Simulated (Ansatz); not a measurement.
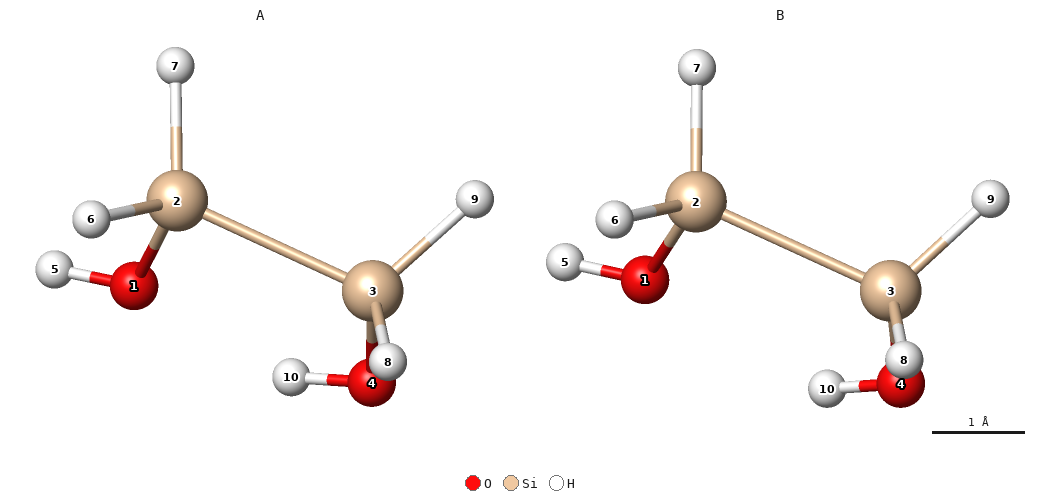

Two geometries of Si₂H₆O₂, drawn at one scale. One is the start of a relaxation, the other its converged end. Style: ball-and-stick. Shown from a free direction.

Level of theory: RKS PBE0-D4/def2-TZVP in Ansatz 0.2.0. (force threshold 0.005 eV/Å; at most 150 steps)

### Which of the two is the end point?

Structure B is the relaxed one. The start comes from PBE-D4/def2-SVP. Over 7 geometry steps the energy falls by 8.23 kJ/mol. The largest force component goes from 0.75 to 0.0023 eV/Å. The atom that moves furthest after the best rigid fit is H10 (0.22 Å). Largest moves by element: H 0.22 Å, O 0.12 Å, Si 0.03 Å. Near-neighbour distances that change, for instance: O1–Si2 1.709 → 1.666 Å, Si3–O4 1.685 → 1.652 Å, O4–H10 0.984 → 0.962 Å, Si2–H6 1.510 → 1.492 Å. Bond angles that change, for instance: Si3–O4–H10 108.9° → 113.9°, O1–Si2–Si3 94.8° → 99.0°, Si2–Si3–O4 100.4° → 104.4°. The run took roughly 80 core-seconds on a shared host.
